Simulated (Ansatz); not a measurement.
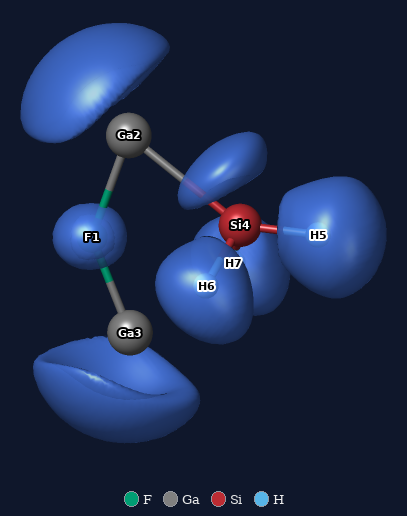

Figure. FGa2H3Si. Isosurface of the ELF at 0.8 (blue), seen at a tilt. Only the valence region is drawn (cores and ρ < 0.01 e/Å³ removed).

Geometry: PBE0-D3(BJ)/def2-SVP.

Computed with isolated molecule in a Gaussian basis; Kohn-Sham density functional theory, functional PBE0 (Ansatz 0.2.0).

```xyz
7

F    -1.0378   -0.4735    0.8320
Ga   -1.9476    1.3502    0.3024
Ga    0.7101   -1.3120    0.6957
Si    0.6324    1.4776   -0.4858
H     1.7221    2.2855   -1.1456
H     1.3217    0.9918    0.8036
H     0.7493    0.1221   -1.2089
```

### Describe the localisation domains.

At this value the surface marks out three regions around hydrogen nuclei, one region on Si in which the atom's valence shell and bonds are merged, two lobes on Ga, pointing away from the bonds (lone pairs) and one region wrapped around F (its valence shell). Profiles from the grid: Ga–F (1.94 Å): the ELF is about 0.15 at the midpoint. Ga–Si (2.70 Å): the ELF peaks at about 0.95 between the atoms.
